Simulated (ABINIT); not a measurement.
# BN (Qingsongite): G0W0 in ABINIT against the plane-wave cutoff, part 2 of 2

Wanted: the cheapest plane-wave cutoff that holds the gap of BN (Qingsongite).

ABINIT 10.8.3; PBE and many-body steps on it, plane waves. Known limits of the many-body steps: not at the basis limit.

So far. Step 5 (Empty states on the mesh, 8×8×8 mesh, 66 bands): On this mesh the gap is 4.534 eV. Step 6 (Screening, 8×8×8 mesh, 58 bands, screening to 261.2 eV): Local fields lower ε∞ by 8 %.

### 8. Screening, 8×8×8 mesh, 58 bands, screening to 261.2 eV

This step: RPA screening on PBE, plane waves, norm-conserving pseudopotentials.

Input file run.abi:

```
acell 3*1.0 Angstrom
rprim 
  -0.000000000000 1.807500000000 1.807500000000
  1.807500000000 0.000000000000 1.807500000000
  1.807500000000 1.807500000000 -0.000000000000
ntypat 2
znucl 5 7
natom 2
typat 1 2
xred 
  0.000000000000 0.000000000000 0.000000000000
  0.250000000000 0.250000000000 0.250000000000
pp_dirpath "pseudos"
pseudos "B.upf, N.upf"
ecut 29
ngkpt 8 8 8
nshiftk 1
shiftk 0 0 0
kptopt 1
chksymbreak 0
istwfk *1
occopt 1
irdwfk 1
optdriver 3
nband 58
ecuteps 9.6
inclvkb 2
awtr 1
symchi 1
indata_prefix "in"
outdata_prefix "out"
tmpdata_prefix "tmp"
```

The run is started by

```console
$ OMP_NUM_THREADS=1 mpirun -n 8 abinit run.abi > log
```

Log:

```text
.Version 10.8.3 of ABINIT. v10.8.2 released Aug 2026.

 Symmetries : space group F-4 3 m (#216); Bravais cF (face-center cubic)
[... echo of the input left out ...]
== DATASET  1 ==================================================================
-   mpi_nproc: 8, omp_nthreads: 1 (-1 if OMP is not activated)

--- !DatasetInfo
iteration_state: {dtset: 1, }
dimensions: {natom: 2, nkpt: 29, mband: 58, nsppol: 1, nspinor: 1, nspden: 1, mpw: 609, }
cutoff_energies: {ecut:  29.0, pawecutdg:  -1.0, }
electrons: {nelect:   8.00000000E+00, charge:   0.00000000E+00, occopt:   1.00000000E+00, tsmear:   1.00000000E-02, }

 SCREENING: Calculation of the susceptibility and dielectric matrices

 Based on a program developped by R.W. Godby, V. Olevano, G. Onida, and L. Reining.
 Incorporated in ABINIT by V. Olevano, G.-M. Rignanese, and M. Torrent.
.Using double precision arithmetic ; gwpc =  8

[... cell and pseudopotentials left out ...]
--------------------------------------------------------------------------------

 ==== K-mesh for the wavefunctions ====
 Number of points in the irreducible wedge :    29
[... list of points left out ...]
 Together with 24 symmetry operations and time-reversal symmetry
 yields   512 points in the full Brillouin Zone.

 ==== Q-mesh for the screening function ====
 Number of points in the irreducible wedge :    29
[... list of points left out ...]
 Together with 24 symmetry operations and time-reversal symmetry
 yields   512 points in the full Brillouin Zone.

 setmesh: FFT mesh size selected  =    18x   18x   18
          total number of points  =         5832

 vcoul_init : cutoff-mode = AUXILIARY_FUNCTION
 q-points for optical limit:   1
     1)      0.000010    0.000020    0.000030

- screening: taking advantage of time-reversal symmetry
- Maximum band index for partially occupied states nbvw = 4
- Remaining bands to be divided among processors   nbcw = 54
- Number of bands treated by each node ~6

 Number of electrons calculated from density =    8.0000; Expected =    8.0000
 average of density, n =  0.100376
 r_s =    1.3348
 omega_plasma =   30.5612 [eV]

 calculating chi0 at frequencies [eV] :
  1    0.000000E+00    0.000000E+00
  2    0.000000E+00    3.056116E+01

--------------------------------------------------------------------------------
  q-point number  1        q = ( 0.000000, 0.000000, 0.000000) [r.l.u.]
--------------------------------------------------------------------------------
[... chi0 elements left out ...]
 For q-point:  0.000010 0.000020 0.000030
  dielectric constant =   4.3126
  dielectric constant without local fields =   4.6650

  Average fulfillment of the sum rule on Im[epsilon] for q-point    1 :     84.09  [%]
[... wings left out ...]
  q-point number  2        q = ( 0.125000, 0.000000, 0.000000) [r.l.u.]
--------------------------------------------------------------------------------
[... chi0 elements left out ...]
  Average fulfillment of the sum rule on Im[epsilon] for q-point    2 :     96.54  [%]

 [... 27 further q-points ...]
```

The job ended after 30 s (8 MPI ranks of AMD EPYC 7R43, shared host; peak memory 0.91 GiB; 3.9 min of CPU time).

Numbers from this step:

```
ε∞ with local fields, on this mesh, along the program's q direction : 4.313
the same without local fields                                       : 4.665
plasma frequency                                                    : 30.56 eV
plane waves in the screening matrix                                 : 113
```

### 9. 29 Ha

The self-energy is evaluated for the states that the input lists, and the levels follow from it, in one-shot runs by the linearised quasiparticle equation.

This step: G0W0 on PBE, plane waves, norm-conserving pseudopotentials.

Changes to run.abi since step 8:

```diff
@@ -23,8 +23,17 @@
 irdwfk 1
-optdriver 3
+optdriver 4
 nband 58
+gwcalctyp 0
+ecutsigx 29
+symsigma 1
+nkptgw 2
+kptgw 
+  0.0000000000 0.0000000000 0.0000000000
+  0.5000000000 0.5000000000 0.0000000000
+bdgw 
+  2 7
+  3 6
 ecuteps 9.6
-inclvkb 2
-awtr 1
-symchi 1
+irdscr 1
+ppmodel 1
 indata_prefix "in"
```

Log:

```text
.Version 10.8.3 of ABINIT. v10.8.2 released Aug 2026.

 Symmetries : space group F-4 3 m (#216); Bravais cF (face-center cubic)
[... echo of the input left out ...]
== DATASET  1 ==================================================================
-   mpi_nproc: 8, omp_nthreads: 1 (-1 if OMP is not activated)

--- !DatasetInfo
iteration_state: {dtset: 1, }
dimensions: {natom: 2, nkpt: 29, mband: 58, nsppol: 1, nspinor: 1, nspden: 1, mpw: 609, }
cutoff_energies: {ecut:  29.0, pawecutdg:  -1.0, }
electrons: {nelect:   8.00000000E+00, charge:   0.00000000E+00, occopt:   1.00000000E+00, tsmear:   1.00000000E-02, }

 SIGMA: Calculation of the GW corrections

 Based on a program developped by R.W. Godby, V. Olevano, G. Onida, and L. Reining.
 Incorporated in ABINIT by V. Olevano, G.-M. Rignanese, and M. Torrent.
.Using double precision arithmetic ; gwpc =  8

[... cell and pseudopotentials left out ...]
--------------------------------------------------------------------------------

 ==== K-mesh for the wavefunctions ====
 Number of points in the irreducible wedge :    29
[... list of points left out ...]
 Together with 24 symmetry operations and time-reversal symmetry
 yields   512 points in the full Brillouin Zone.

 ==== Q-mesh for screening function ====
 Number of points in the irreducible wedge :    29
[... list of points left out ...]
 Together with 24 symmetry operations and time-reversal symmetry
 yields   512 points in the full Brillouin Zone.

 vcoul_init : cutoff-mode = AUXILIARY_FUNCTION
 q-points for optical limit:   1
     1)      0.000010    0.000020    0.000030
 setmesh: FFT mesh size selected  =    24x   24x   24
          total number of points  =        13824

 Number of electrons calculated from density =    8.0000; Expected =    8.0000
[...]
number of omega for Sigma on real axis              0
 max omega for Sigma on real axis  [eV]           0.00
 zcut for avoiding poles [eV]                     0.10

 EPSILON^-1 parameters (SCR file):
 dimension of the eps^-1 matrix on file            113
 dimension of the eps^-1 matrix used               113
 number of plane-waves for wavefunctions           609
 number of bands                                    58
 number of q-points in IBZ                          29
 number of frequencies                               2
 number of real frequencies                          1
 number of imag frequencies                          1

 matrix elements of self-energy operator (all in [eV])

 Perturbative Calculation

--- !SelfEnergy_ee
iteration_state: {dtset: 1, }
kpoint     : [   0.000,    0.000,    0.000, ]
spin       : 1
KS_gap     :    8.889
QP_gap     :   10.924
Delta_QP_KS:    2.035
data: !SigmaeeData |
     Band     E0 <VxcDFT>   SigX SigC(E0)      Z dSigC/dE  Sig(E)    E-E0       E
        2   8.221 -18.518 -22.073   2.582   0.828  -0.208 -19.323  -0.805   7.416
        3   8.221 -18.518 -22.073   2.582   0.828  -0.208 -19.323  -0.805   7.416
        4   8.221 -18.518 -22.073   2.582   0.828  -0.208 -19.323  -0.805   7.416
[...]
--- !SelfEnergy_ee
iteration_state: {dtset: 1, }
kpoint     : [   0.500,    0.500,    0.000, ]
spin       : 1
KS_gap     :    9.440
QP_gap     :   11.389
Delta_QP_KS:    1.949
data: !SigmaeeData |
     Band     E0 <VxcDFT>   SigX SigC(E0)      Z dSigC/dE  Sig(E)    E-E0       E
[...]
5  12.759 -12.566  -7.393  -4.424   0.854  -0.170 -11.926   0.640  13.400
        6  17.564 -12.694  -6.779  -5.011   0.851  -0.175 -11.925   0.769  18.333

== END DATASET(S) ==============================================================
================================================================================

 -outvars: echo values of variables after computation  --------
           etotal      0.0000000000E+00
            nband          58
             nkpt          29
          spgroup         216
 [... the other variables as echoed above ...]

 Calculation completed.
```

Run time: 5.5 s. Hardware: 8 MPI ranks; peak memory 0.95 GiB; 41 s of CPU time.

Numbers from this step:

```yaml
g0w0_gap_on_the_points_computed: 5.984 eV
starting_gap_on_the_mesh: 4.539 eV
k_of_the_valence_top: 0, 0, 0
k_of_the_conduction_bottom: 0.5, 0.5, 0
z_at_the_valence_top: 0.828
z_at_the_conduction_bottom: 0.854
least_direct_g0w0_gap_on_the_computed_points: 10.92 eV
```

The gap on the mesh goes from 4.54 eV to 5.98 eV, a correction of +1.45 eV.

### 10. Screening, 8×8×8 mesh, 58 bands, screening to 261.2 eV

This step: RPA screening on PBE, plane waves, norm-conserving pseudopotentials.

Changes to run.abi since step 9:

```diff
@@ -14,3 +14,3 @@
 pseudos "B.upf, N.upf"
-ecut 29
+ecut 36
 ngkpt 8 8 8
@@ -23,17 +23,8 @@
 irdwfk 1
-optdriver 4
+optdriver 3
 nband 58
-gwcalctyp 0
-ecutsigx 29
-symsigma 1
-nkptgw 2
-kptgw 
-  0.0000000000 0.0000000000 0.0000000000
-  0.5000000000 0.5000000000 0.0000000000
-bdgw 
-  2 7
-  3 6
 ecuteps 9.6
-irdscr 1
-ppmodel 1
+inclvkb 2
+awtr 1
+symchi 1
 indata_prefix "in"
```

Log:

```text
.Version 10.8.3 of ABINIT. v10.8.2 released Aug 2026.

 Symmetries : space group F-4 3 m (#216); Bravais cF (face-center cubic)
[... echo of the input left out ...]
== DATASET  1 ==================================================================
-   mpi_nproc: 8, omp_nthreads: 1 (-1 if OMP is not activated)

--- !DatasetInfo
iteration_state: {dtset: 1, }
dimensions: {natom: 2, nkpt: 29, mband: 58, nsppol: 1, nspinor: 1, nspden: 1, mpw: 869, }
cutoff_energies: {ecut:  36.0, pawecutdg:  -1.0, }
[...]
--------------------------------------------------------------------------------
[... chi0 elements left out ...]
 For q-point:  0.000010 0.000020 0.000030
  dielectric constant =   4.3085
  dielectric constant without local fields =   4.6604

  Average fulfillment of the sum rule on Im[epsilon] for q-point    1 :     84.08  [%]
[... wings left out ...]
  q-point number  2        q = ( 0.125000, 0.000000, 0.000000) [r.l.u.]
--------------------------------------------------------------------------------
[... chi0 elements left out ...]
  Average fulfillment of the sum rule on Im[epsilon] for q-point    2 :     96.53  [%]

 [... 27 further q-points ...]
```

The job ended after 26 s (8 MPI ranks; peak memory 1 GiB; 3.4 min of CPU time).

This step gave:

| Quantity | Value |
| --- | --- |
| ε∞ with local fields, on this mesh, along the program's q direction | 4.309 |
| the same without local fields | 4.660 |
| plasma frequency | 30.56 eV |
| plane waves in the screening matrix | 113 |

### 11. 36 Ha

This step: G0W0 on PBE, plane waves, norm-conserving pseudopotentials.

Changes to run.abi since step 10:

```diff
@@ -23,8 +23,17 @@
 irdwfk 1
-optdriver 3
+optdriver 4
 nband 58
+gwcalctyp 0
+ecutsigx 36
+symsigma 1
+nkptgw 2
+kptgw 
+  0.0000000000 0.0000000000 0.0000000000
+  0.5000000000 0.5000000000 0.0000000000
+bdgw 
+  2 7
+  3 6
 ecuteps 9.6
-inclvkb 2
-awtr 1
-symchi 1
+irdscr 1
+ppmodel 1
 indata_prefix "in"
```

Log:

```text
.Version 10.8.3 of ABINIT. v10.8.2 released Aug 2026.

 Symmetries : space group F-4 3 m (#216); Bravais cF (face-center cubic)
[... echo of the input left out ...]
== DATASET  1 ==================================================================
-   mpi_nproc: 8, omp_nthreads: 1 (-1 if OMP is not activated)

--- !DatasetInfo
iteration_state: {dtset: 1, }
dimensions: {natom: 2, nkpt: 29, mband: 58, nsppol: 1, nspinor: 1, nspden: 1, mpw: 869, }
cutoff_energies: {ecut:  36.0, pawecutdg:  -1.0, }
[...]
Band     E0 <VxcDFT>   SigX SigC(E0)      Z dSigC/dE  Sig(E)    E-E0       E
[...]
5  12.755 -12.570  -7.394  -4.424   0.854  -0.171 -11.928   0.642  13.397
        6  17.562 -12.696  -6.779  -5.013   0.851  -0.175 -11.926   0.770  18.332

== END DATASET(S) ==============================================================
================================================================================

 -outvars: echo values of variables after computation  --------
           etotal      0.0000000000E+00
            nband          58
             nkpt          29
          spgroup         216
 [... the other variables as echoed above ...]

 Calculation completed.
```

The job ended after 6.3 s (8 MPI ranks; peak memory 1.1 GiB; 47 s of CPU time).

This step gave:

```yaml
g0w0_gap_on_the_points_computed: 5.988 eV
starting_gap_on_the_mesh: 4.535 eV
k_of_the_valence_top: 0, 0, 0
k_of_the_conduction_bottom: 0.5, 0.5, 0
least_direct_g0w0_gap_on_the_computed_points: 10.92 eV
```

Against the run before, the gap moves by +0.004 eV.

### 12. Screening, 8×8×8 mesh, 58 bands, screening to 261.2 eV

This step: RPA screening on PBE, plane waves, norm-conserving pseudopotentials.

Changes to run.abi since step 11:

```diff
@@ -14,3 +14,3 @@
 pseudos "B.upf, N.upf"
-ecut 36
+ecut 45
 ngkpt 8 8 8
@@ -23,17 +23,8 @@
 irdwfk 1
-optdriver 4
+optdriver 3
 nband 58
-gwcalctyp 0
-ecutsigx 36
-symsigma 1
-nkptgw 2
-kptgw 
-  0.0000000000 0.0000000000 0.0000000000
-  0.5000000000 0.5000000000 0.0000000000
-bdgw 
-  2 7
-  3 6
 ecuteps 9.6
-irdscr 1
-ppmodel 1
+inclvkb 2
+awtr 1
+symchi 1
 indata_prefix "in"
```

Log:

```text
.Version 10.8.3 of ABINIT. v10.8.2 released Aug 2026.

 Symmetries : space group F-4 3 m (#216); Bravais cF (face-center cubic)
[... echo of the input left out ...]
== DATASET  1 ==================================================================
-   mpi_nproc: 8, omp_nthreads: 1 (-1 if OMP is not activated)

--- !DatasetInfo
iteration_state: {dtset: 1, }
dimensions: {natom: 2, nkpt: 29, mband: 58, nsppol: 1, nspinor: 1, nspden: 1, mpw: 1174, }
cutoff_energies: {ecut:  45.0, pawecutdg:  -1.0, }
[...]
--------------------------------------------------------------------------------
[... chi0 elements left out ...]
 For q-point:  0.000010 0.000020 0.000030
  dielectric constant =   4.3087
  dielectric constant without local fields =   4.6606

  Average fulfillment of the sum rule on Im[epsilon] for q-point    1 :     84.08  [%]
[... wings left out ...]
  q-point number  2        q = ( 0.125000, 0.000000, 0.000000) [r.l.u.]
--------------------------------------------------------------------------------
[... chi0 elements left out ...]
  Average fulfillment of the sum rule on Im[epsilon] for q-point    2 :     96.53  [%]

 [... 27 further q-points ...]
```

Wall time 48 s (8 MPI ranks); peak memory 1.4 GiB; 6.3 min of CPU time.

Numbers from this step:

* ε∞ with local fields, on this mesh, along the program's q direction: 4.309
* the same without local fields: 4.661
* plasma frequency: 30.56 eV
* plane waves in the screening matrix: 113

### 13. 45 Ha

This step: G0W0 on PBE, plane waves, norm-conserving pseudopotentials.

Changes to run.abi since step 12:

```diff
@@ -23,8 +23,17 @@
 irdwfk 1
-optdriver 3
+optdriver 4
 nband 58
+gwcalctyp 0
+ecutsigx 45
+symsigma 1
+nkptgw 2
+kptgw 
+  0.0000000000 0.0000000000 0.0000000000
+  0.5000000000 0.5000000000 0.0000000000
+bdgw 
+  2 7
+  3 6
 ecuteps 9.6
-inclvkb 2
-awtr 1
-symchi 1
+irdscr 1
+ppmodel 1
 indata_prefix "in"
```

Log:

```text
.Version 10.8.3 of ABINIT. v10.8.2 released Aug 2026.

 Symmetries : space group F-4 3 m (#216); Bravais cF (face-center cubic)
[... echo of the input left out ...]
== DATASET  1 ==================================================================
-   mpi_nproc: 8, omp_nthreads: 1 (-1 if OMP is not activated)

--- !DatasetInfo
iteration_state: {dtset: 1, }
dimensions: {natom: 2, nkpt: 29, mband: 58, nsppol: 1, nspinor: 1, nspden: 1, mpw: 1174, }
cutoff_energies: {ecut:  45.0, pawecutdg:  -1.0, }
[...]
Band     E0 <VxcDFT>   SigX SigC(E0)      Z dSigC/dE  Sig(E)    E-E0       E
[...]
5  12.755 -12.570  -7.394  -4.424   0.854  -0.171 -11.928   0.642  13.397
        6  17.562 -12.696  -6.779  -5.013   0.851  -0.175 -11.927   0.769  18.331

== END DATASET(S) ==============================================================
================================================================================

 -outvars: echo values of variables after computation  --------
           etotal      0.0000000000E+00
            nband          58
             nkpt          29
          spgroup         216
 [... the other variables as echoed above ...]

 Calculation completed.
```

Wall time 5.7 s (8 MPI ranks); peak memory 1.1 GiB.

Numbers from this step:

```yaml
g0w0_gap_on_the_points_computed: 5.988 eV
starting_gap_on_the_mesh: 4.534 eV
k_of_the_valence_top: 0, 0, 0
k_of_the_conduction_bottom: 0.5, 0.5, 0
least_direct_g0w0_gap_on_the_computed_points: 10.92 eV
```

Against the run before, the gap moves by +0.000 eV.

### 14. The runs together

Times are wall times on 8 MPI ranks of AMD EPYC 7R43, shared host, good to a factor of about two. A run's time includes the screening step that it read.

| run | mesh | bands | screening cutoff (eV) | DFT gap (eV) | gap on the mesh (eV) | direct (eV) | ε∞ used | time |
| --- | --- | --- | --- | --- | --- | --- | --- | --- |
| 22 Ha | 8×8×8 | 58 | 261.2 | 4.542 | 5.965 | 10.973 | 4.33 | 35 s |
| 29 Ha | 8×8×8 | 58 | 261.2 | 4.539 | 5.984 | 10.924 | 4.31 | 35 s |
| 36 Ha | 8×8×8 | 58 | 261.2 | 4.535 | 5.988 | 10.919 | 4.31 | 32 s |
| 45 Ha | 8×8×8 | 58 | 261.2 | 4.534 | 5.988 | 10.918 | 4.31 | 53 s |

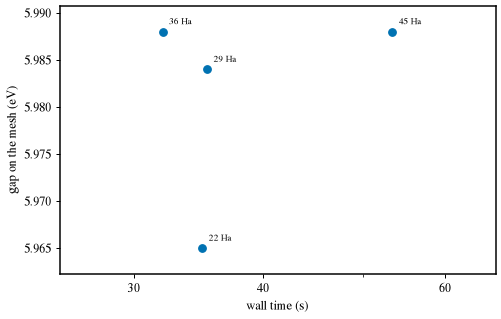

Result against wall time.

### 15. Outcome

```json
{
  "22 Ha": "5.965 eV",
  "29 Ha": "5.984 eV",
  "36 Ha": "5.988 eV",
  "45 Ha": "5.988 eV",
  "known limits": "not at the basis limit"
}
```

In words: The setting moved: plane-wave cutoff. From 22 Ha to 45 Ha the gap moves by +0.02 eV. It holds to 0.03 eV from 22 Ha on. Bands and screening cutoff are coupled, so a series along one setting does not show full convergence. Bands and cutoff are finite, so the gap is not at the basis limit. The miss can reach some tenths of an eV and take either sign; the mesh is an error of its own. In the G0W0 runs levels were corrected at 2 k points alone, so a gap called «on the mesh» is the least over those, and an edge elsewhere would be missed.

[Paths, hosts, dates, memory and timing lines, banners, echoed tables and standing remarks are left out of the program output.]

[Logs are printed without paths, hosts, clocks, repeated set-up lines and the standing remarks that a program may print on its own settings, such as how far it seeks lower states.]

[Runs of the session that timed out or met a known fault of the program may be left out.]

[Hosts, paths, dates, database ids (printed as entryN), source tags and the programs' standing remarks are cut or masked in the printed files.]

[G0W0 gaps are taken among the corrected bands and points alone; a level outside them can change the order at an edge.]

[Where Ansatz stands beside ABINIT at settings called matched, ABINIT's density can come from a denser mesh and the files from another edition; pairs whose starting gaps differed by over 0.03 eV were left out, so agreement reads better than it is.]
